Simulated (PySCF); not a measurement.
```xyz
2

Mo    0.0000    0.0000   -1.2019
Br    0.0000    0.0000    1.4911
```

Core potentials replace the inner electrons of Mo.

Method: PySCF 2.14.0, PBE0/def2-TZVPPD, non-relativistic Hamiltonian with scalar-relativistic core potentials where named, at a bond length of 2.693 Å.

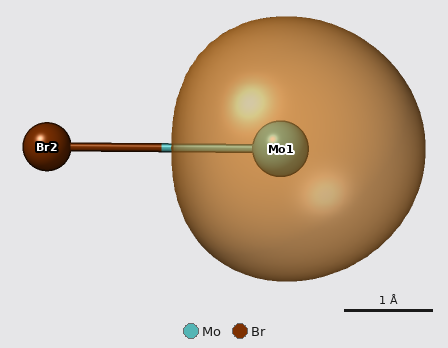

MoBr (charge −1, septet). Isosurfaces of the spin density (α minus β) at +0.08 (orange) and −0.08 e/Å³ (purple), seen from one side.

Q: Where is the unpaired spin?

A: The unpaired spin (6 electrons) lies mostly on Mo1 (about 5.8) and Br2 (about 0.2), in electrons by Hirshfeld's partition. Only one sign reaches the isovalue.
